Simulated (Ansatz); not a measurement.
**La3Ni2B2N3, relaxed**

Wanted: the geometry at rest of La3Ni2B2N3 (a database entry, slightly rescaled), relaxing cell and atoms, and its electronic structure there.

Method: DFT, PBEsol, collinear spin, plane waves, PAW, in Ansatz 0.2.0.

## (1) The structure

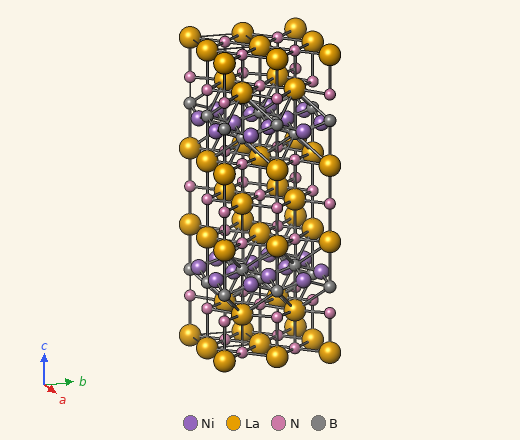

The structure slightly off an axis: nickel purple, lanthanum amber, nitrogen pink, boron grey. 2×2×1 cells are drawn. The cell drawn here is the conventional one.

It takes space group I4/mmm (No. 139, tetragonal). The conventional cell has a = 3.713 Å, b = 3.713 Å, c = 20.577 Å, α = 90.00°, β = 90.00°, γ = 90.00°. Around Ni (site symmetry -4m2) lie 4 B at 1.95 Å. La (site symmetry 4mm) has 5 N at 2.63 Å as nearest neighbours. Around N (site symmetry 4mm) lie 1 B at 1.81 Å. N (site symmetry 4/mmm) has 6 La at 2.63 Å as nearest neighbours. Around La (site symmetry 4/mmm) lie 6 N at 2.63 to 2.74 Å. B (site symmetry 4mm) has 1 N at 1.81 Å and 4 Ni at 1.95 Å as nearest neighbours.

As a file:

```cif
data_structure
_symmetry_space_group_name_H-M 'P 1'
_symmetry_Int_Tables_number 1
_cell_length_a 10.6180
_cell_length_b 10.6180
_cell_length_c 10.6180
_cell_angle_alpha 159.860
_cell_angle_beta 159.860
_cell_angle_gamma 28.633
_cell_volume 141.85
loop_
_atom_site_label
_atom_site_type_symbol
_atom_site_fract_x
_atom_site_fract_y
_atom_site_fract_z
_atom_site_occupancy
Ni1 Ni 0.25000 0.75000 0.50000 1
Ni2 Ni 0.75000 0.25000 0.50000 1
La1 La 0.62800 0.62800 0.00000 1
La2 La 0.37200 0.37200 0.00000 1
N1 N 0.13300 0.13300 0.00000 1
N2 N 0.86700 0.86700 0.00000 1
N3 N 0.50000 0.50000 0.00000 1
La3 La 0.00000 0.00000 0.00000 1
B1 B 0.22100 0.22100 0.00000 1
B2 B 0.77900 0.77900 0.00000 1
```

The first density is read from a saved solution for the starting cell.

## (2) The walk to rest

input.yaml reads:

```yaml
crystal:
  lattice:
    - [-1.85656435, 1.85656435, 10.28825338]
    - [1.85656435, -1.85656435, 10.28825338]
    - [1.85656435, 1.85656435, -10.28825338]
  atoms:
    - { symbol: Ni, position: [0.25, 0.75, 0.5] }
    - { symbol: Ni, position: [0.75, 0.25, 0.5] }
    - { symbol: La, position: [0.628, 0.628, 0.0] }
    - { symbol: La, position: [0.372, 0.372, 0.0] }
    - { symbol: "N", position: [0.133, 0.133, 0.0] }
    - { symbol: "N", position: [0.867, 0.867, 0.0] }
    - { symbol: "N", position: [0.5, 0.5, 0.0] }
    - { symbol: La, position: [0.0, 0.0, 0.0] }
    - { symbol: B, position: [0.221, 0.221, 0.0] }
    - { symbol: B, position: [0.779, 0.779, 0.0] }
  symmetry: { detect: false, time_reversal: true }
kpoints:
  mp_grid: { grid: [7, 7, 7], shift: [0, 0, 0] }
magnetization:
  spin_polarized: true
scf:
  occupations: { method: fermi_dirac, width: 0.1418 }
  lower_state_search: "off"
hamiltonian:
  pseudopotentials: { kind: paw }
  xc: pbesol
basis:
  ecutwfc: 420
  fft_grid_basis: typed
relax:
  max_steps: 60
  cell: { p_target: 0.0 }
output:
  forces: true
  stress: true
  eigenvalues: true
  bader: false
  populations: true
  elf: true
  write_potential: true
  volumetric_format: npy
  dos:
    e_range: [-12, 8]
    de: 0.05
    projected: { site_lists: { B: [B], La: [La], "N": ["N"], Ni: [Ni] } }
  write_density: true
checkpoint:
  read: saved_state
```

Started as:

```
> ansatz run input.yaml --threads 2 --pin off --max-ram 4096MiB --backend cpu --events-out ev --progress --plain --runs-dir out
```

The log of the run (excerpt; [...] marks lines left out):

```text
Warning: checkpoint.read: basis.xc_grid differs: saved 1, current 2 (points along each axis for each point of the dense box; where the key is left out runs that use forces, runs that use the stress, dielectric runs by a finite field, finite-displacement phonons, runs of [...]
Warning: RAYON_NUM_THREADS=2 ignored (pool sized by the plan → 2); use --threads N
La: projections on atomic orbitals take those of the free atom [Kr 4d10] 4f0 5s2 5p6 5d1 6s2, of charge +0.00 (hamiltonian.pseudopotentials.projection_atoms); the dataset's partial waves leave at most 1.9e-5 of an orbital's norm unspanned inside its sphere
band count auto-derived: 57 (N_el = 90.0; filled up to band 45; 55 by the electrons, moments and atoms)
the start keeps a symmetry that the run doesn't impose, so 10 atoms are moved at random by 1.00e-2 Å, to let the relaxation leave a saddle point. relax.escape_saddle: false keeps them in place
[...]
Pseudopotentials: kind: paw
Pseudopotential: Ni, paw, valence charge 18, recommended cutoff 420 eV (normal), Ni.paw.azcp
Pseudopotential: La, paw, valence charge 11, recommended cutoff 420 eV (normal), La.paw.azcp
Pseudopotential: N, paw, valence charge 5, recommended cutoff 420 eV (normal), N.paw.azcp
Pseudopotential: B, paw, valence charge 3, recommended cutoff 420 eV (normal), B.paw.azcp
Functional definition: PBEsol
[...]
Crystal: 10 atoms, lattice volume = 141.847 Å³
Basis set: ecut = 420 eV, 2759 PW (Γ), exchange–correlation on 144×144×144 points (8 copies of the dense FFT grid, shifted against one another)
Bands: 57, of which v1, the nominal top of the filled ones, is band 45 counted from 1 (44 counted from 0)
Symmetry: 1 space group operations
k-points: 172 of 343 (time reversal used)
[...]
SCF iter   1: F=—  HF=-31543.253166 eV  |F-HF|=—  |Δ(HF+E_count)|=         —  Δρ=4.07e-3 (↑4.07e-3 ↓4.07e-3)  dr2=6.29e-3  dr2_m=0.00e0  M=0.000 μB ∫|m|=0.000 μB  β_m=0.30  ethr=6.80e-6  ⟨swp⟩=2.4  Hψ=58536  notcnv=0
[...]
spin=Collinear: Kerker preconditioning applied to the charge; magnetization (m = ρ↑ − ρ↓) channel mixes plain (no charge-response kernel on spin).
[...]
spin=Collinear: Kerker preconditioning applied to the charge; magnetization (m = ρ↑ − ρ↓) channel mixes plain (no charge-response kernel on spin).
[...]
SCF iter   5: F=—  HF=-31543.277775 eV  |F-HF|=—  |Δ(HF+E_count)|=   3.29e-4  Δρ=8.07e-5 (↑8.07e-5 ↓8.07e-5)  dr2=5.37e-5  dr2_m=0.00e0  M=0.000 μB ∫|m|=0.000 μB  β_m=0.47  ethr=1.56e-6  ⟨swp⟩=2.0  Hψ=13414  notcnv=0
```

## (3) The output, continued

Output, continued (excerpt; [...] marks lines left out):

```text
SCF iter   6: F=—  HF=-31543.277632 eV  |F-HF|=—  |Δ(HF+E_count)|=   1.43e-4  Δρ=8.31e-5 (↑8.31e-5 ↓8.31e-5)  dr2=4.58e-5  dr2_m=0.00e0  M=0.000 μB ∫|m|=0.000 μB  β_m=0.41  ethr=5.97e-8  ⟨swp⟩=2.0  Hψ=13293  notcnv=0
[...]
relax step   1: F+E_penalty+E_count = -31543.27762732 eV  Δ(F+E_penalty+E_count) = +0.000e0 eV  max|allowed force component| = 4.162e0 eV/Å  Δτ_max = 0.0000 Å  P = -2.053 GPa  Ω = 141.847 Å³  (11 SCF iters, dr2 threshold 1.00e-7 eV, accepted)
[...]
relax step   7: F+E_penalty+E_count = -31545.69682838 eV  Δ(F+E_penalty+E_count) = +5.908e-5 eV  max|allowed force component| = 1.174e-3 eV/Å  Δτ_max = 0.0003 Å  P = +0.006 GPa  Ω = 137.134 Å³  energy of the carried Pulay correction = +7.196e-3 eV  (9 SCF iters, dr2 threshold 2.71e-8 eV, accepted)
[...]
relax step   8: F+E_penalty+E_count = -31545.69199980 eV  Δ(F+E_penalty+E_count) = +4.829e-3 eV  max|allowed force component| = 1.733e-3 eV/Å  Δτ_max = 0.0000 Å  P = -0.065 GPa  Ω = 137.134 Å³  stress off target by 1.16e-1 GPa  SCF on the basis re-selected at this cell (its energy is not [...]
[...]
```

## (4) The log goes on

Output, continued (excerpt; [...] marks lines left out):

```text
relax step   9: F+E_penalty+E_count = -31545.69209579 eV  Δ(F+E_penalty+E_count) = -9.598e-5 eV  max|allowed force component| = 1.400e-3 eV/Å  Δτ_max = 0.0006 Å  P = -0.000 GPa  Ω = 137.080 Å³  energy of the carried Pulay correction = +7.313e-5 eV  (6 SCF iters, dr2 threshold 3.35e-8 eV, accepted)
[...]
relax step  10: F+E_penalty+E_count = -31545.69201661 eV  Δ(F+E_penalty+E_count) = +7.918e-5 eV  max|allowed force component| = 1.365e-3 eV/Å  Δτ_max = 0.0000 Å  P = -0.001 GPa  Ω = 137.080 Å³  stress off target by 3.53e-3 GPa  SCF on the basis re-selected at this cell (its energy is not [...]
WARN: the relaxation ended near the 16 symmetry operations of its rattled start. A stable structure does so, and so can a saddle point along a move or strain that wasn't checked. `relax.random_displacement` or `relax.escape_saddle: true` tries the moves, and a distorted `crystal.lattice` a strain
SCF converged after 8 iterations
Magnetization: 0.0000 μB (45.0000 up, 45.0000 down)
[...]
    - { symbol: La, position: [0.37118273281601094, 0.3699777284442689, 0.0007500983998987459] }
    - { symbol: N, position: [0.12793957633994224, 0.12674479979428338, 0.0007486393910855333] }
    - { symbol: N, position: [0.8742617159049818, 0.8730547244176863, 0.000750211131621161] }
    - { symbol: N, position: [0.5010962370806649, 0.4998939883815905, 0.0007400439453570456] }
    - { symbol: La, position: [0.0011023028512619202, -9.541510741900412e-5, 0.0007561174559494727] }
    - { symbol: B, position: [0.20064972294218844, 0.19944866964703403, 0.0007454521323446282] }
    - { symbol: B, position: [0.8015497202585542, 0.8003451354138829, 0.0007459400350960459] }
--- Löwdin populations: 10 sites ---
  site symbol       q [e]    m [muB]
     0     Ni     17.3481     0.0000
     1     Ni     17.3481     0.0000
     2     La     10.5731     0.0000
     3     La     10.5731     0.0000
     4      N      5.4165     0.0000
     5      N      5.4165     0.0000
     6      N      5.5563     0.0000
     7     La     10.4444     0.0000
     8      B      3.4898     0.0000
     9      B      3.4898     0.0000
  spilling = 0.003824 (of n_electrons = 90.000000)
```

Wall time 49 min (2 threads of an Arm CPU, shared host); peak memory 2 GiB.

Relaxation path:

| step | energy from step 1 (eV/cell) | largest force component (eV/Å) | pressure (GPa) | volume (Å³) |
| --- | --- | --- | --- | --- |
| 1 | 0.0000 | 4.1617 | -2.05 | 141.85 |
| 2 | -0.9807 | 3.9387 | 5.23 | 133.61 |
| 3 | -2.1574 | 1.6143 | 6.37 | 133.44 |
| 4 | -2.3720 | 0.2007 | 0.54 | 136.95 |
| 5 | -2.4138 | 0.1027 | -0.96 | 138.03 |
| 6 | -2.4193 | 0.0104 | 0.07 | 137.08 |
| 7 | -2.4192 | 0.0012 | 0.01 | 137.13 |
| 8 | -2.4144 | 0.0017 | -0.07 | 137.13 |
| 9 | -2.4145 | 0.0014 | 0.00 | 137.08 |
| 10 | -2.4144 | 0.0014 | 0.00 | 137.08 |

Step 1 is the start, which the program shook by about 0.01 Å to leave a possible saddle point. Steps 8, 10 repeat the geometry before on a plane-wave basis chosen anew for that cell, so the energy can jump there without any move; the table keeps such jumps.

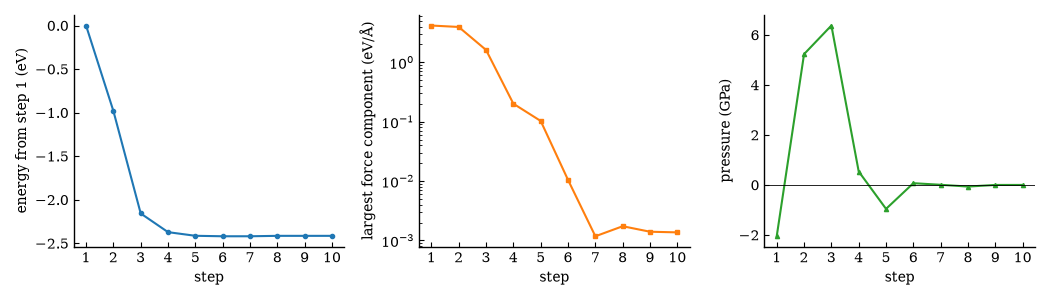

How energy and force, and the pressure, went from step to step.

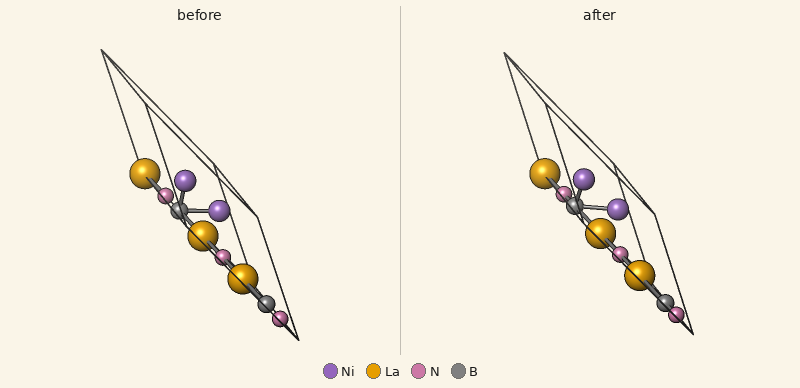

The structure before (left) and after (right), drawn at the same scale. Each atom of the cell is drawn once.

| input's cell | before | after | change |
| --- | --- | --- | --- |
| a (Å) | 10.618 | 10.270 | -3.3 % |
| b (Å) | 10.618 | 10.270 | -3.3 % |
| c (Å) | 10.618 | 10.270 | -3.3 % |
| α (°) | 159.86 | 159.15 | -0.71° |
| β (°) | 159.86 | 159.15 | -0.71° |
| γ (°) | 28.63 | 29.65 | +1.01° |
| volume (Å³/atom) | 14.18 | 13.71 | -3.4 % |

The largest move, 0.43 Å, apart from the change of the cell, is shared by several atoms, B10 among them.

## (5) Density of states

Counts of states in windows (eV from the Fermi level; tetrahedra), total and projected:

| from | to | total | B p | La d | La f | N p | Ni d |
| --- | --- | --- | --- | --- | --- | --- | --- |
| -8.0 | -7.0 | 1.62 | 0.19 | 0.19 | 0.01 | 0.27 | 0.11 |
| -7.0 | -6.0 | 1.50 | 0.10 | 0.12 | 0.02 | 0.32 | 0.24 |
| -6.0 | -5.0 | 3.09 | 0.82 | 0.30 | 0.03 | 0.92 | 0.48 |
| -5.0 | -4.0 | 7.45 | 1.79 | 0.80 | 0.10 | 2.50 | 1.60 |
| -4.0 | -3.0 | 3.35 | 0.43 | 0.27 | 0.03 | 0.76 | 1.62 |
| -3.0 | -2.0 | 13.60 | 0.19 | 1.58 | 0.20 | 3.54 | 7.38 |
| -2.0 | -1.0 | 10.26 | 0.31 | 0.96 | 0.22 | 2.69 | 5.47 |
| -1.0 | 0.0 | 1.88 | 0.26 | 0.63 | 0.10 | 0.23 | 0.55 |
| 0.0 | 1.0 | 4.71 | 0.71 | 1.50 | 0.50 | 0.43 | 0.98 |
| 1.0 | 2.0 | 3.46 | 0.35 | 1.22 | 1.10 | 0.24 | 0.29 |

The bands computed are complete only to about 3.0 eV above the Fermi level.

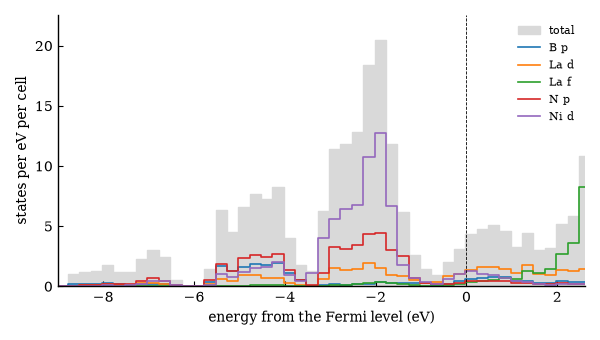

Total and projected density of states, in bins of 0.25 eV.

## (6) How the electrons are shared

Gathered by element (positive charge: electrons given up): Löwdin charges also hold the electrons that the projection spills.

```csv
element,atoms,Löwdin charge (e)
Ni,2,+0.65
La,3,+0.43 to +0.55
N,3,-0.56 to -0.42
B,2,-0.49
```

Löwdin charges rest on a small set of atomic orbitals that misses 0.4 % of the electrons, so they need not add up to the cell's charge and can differ from Bader's even in sign.

## (7) Real-space fields

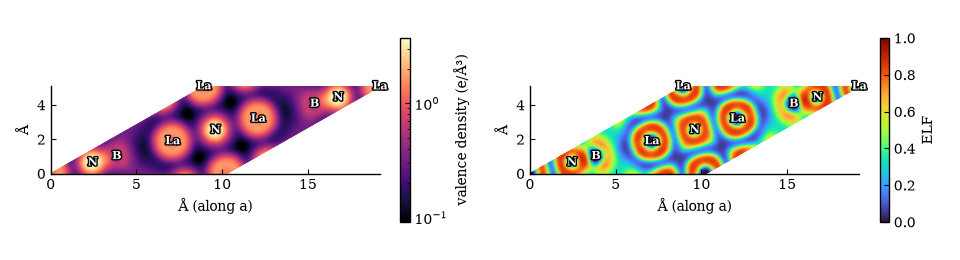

Valence density (left, log scale) and ELF (right) in the plane spanned by a and b at height 0.001 along c (axes of the input's cell); atoms within 0.2 Å are lettered. These are the smooth PAW fields, not the true ones near the nuclei.

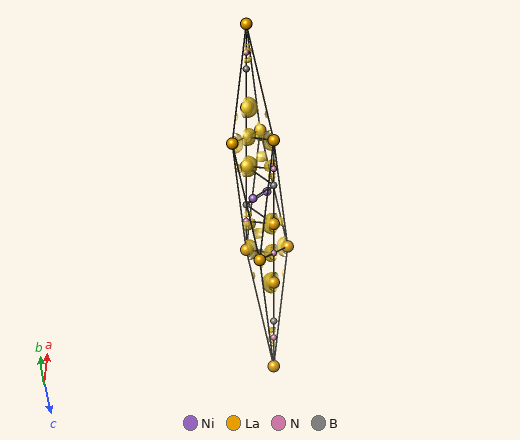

Surface of ELF = 0.79 in one cell.

Scans along the contacts give these minima of the density:

| contact | length (Å) | minimum at (fraction) | density (e/Å³) | ELF |
| --- | --- | --- | --- | --- |
| N5–B9 | 1.444 | none clear | – | – |
| Ni1–B9 | 2.111 | 0.55 | 0.519 | 0.52 |
| La8–N6 | 2.519 | 0.55 | 0.350 | 0.18 |
| La4–B10 | 2.969 | 0.53 | 0.186 | 0.10 |

## (8) Results

| quantity | value |
| --- | --- |
| moves | 7 |
| energy gained | 241.9 meV/atom |
| largest move | 0.43 Å (B) |
| space group (0.01 Å), before / after | I4/mmm / I4/mmm |
| cell | a = 10.270 Å, b = 10.270 Å, c = 10.270 Å, α = 159.15°, β = 159.15°, γ = 29.65° |
| volume | 13.71 Å³/atom (-3.4 %) |
| pressure at the end | 0.00 GPa |
| formation energy (elements from separate runs) | -1.10 eV/atom |
| character | metal |
| density of states, mean within 0.25 eV of the Fermi level | 3.7 per eV per cell |
| moments | none |

In words: The volume shrank by 3.4 %, and the largest move of an atom is 0.43 Å apart from the change of the cell; the energy fell by 241.9 meV per atom. It ends without moments, but no search for a magnetic state was made at this geometry, so one may lie lower. The cell is metallic; within 0.25 eV of the Fermi level the density of states averages 3.7 per eV per cell, mostly La d (33 %), Ni d (27 %) and B p (14 %). The spin density vanishes in this state. Against the elements' reference phases (Ni fcc, La dhcp, N2 molecule, alpha-rhombohedral (B12); separate runs with the same functional) the formation energy is -1.10 eV per atom, which says nothing yet of rival compounds.

Keep in mind: the program displaced the start to leave a saddle point; an input typed no starting moments; the k mesh is coarse for a cell without a gap.
